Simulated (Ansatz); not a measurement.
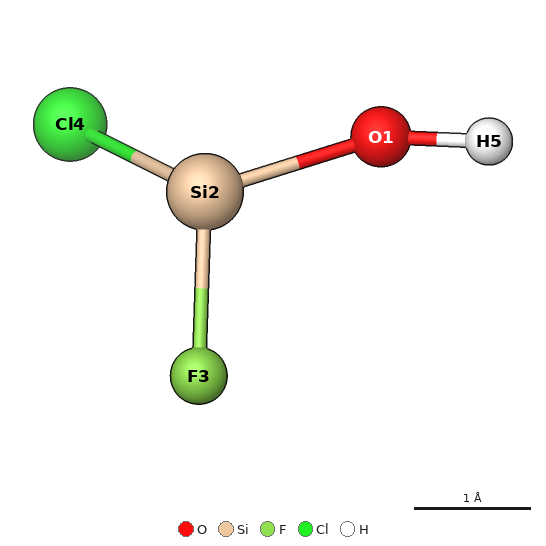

Simulated data, not a measurement (program: Ansatz).

The atoms are numbered. The species is neutral and a spin doublet. Geometry: moved along internal coordinates away from the minimum.

Which atoms are bonded, and how long are the bonds?

```json
{"bond": "O1–Si2", "length (Å)": "1.630", "order": "single"}
{"bond": "O1–H5", "length (Å)": "0.960", "order": "single"}
{"bond": "Si2–F3", "length (Å)": "1.596", "order": "single"}
{"bond": "Si2–Cl4", "length (Å)": "2.040", "order": "single"}
```
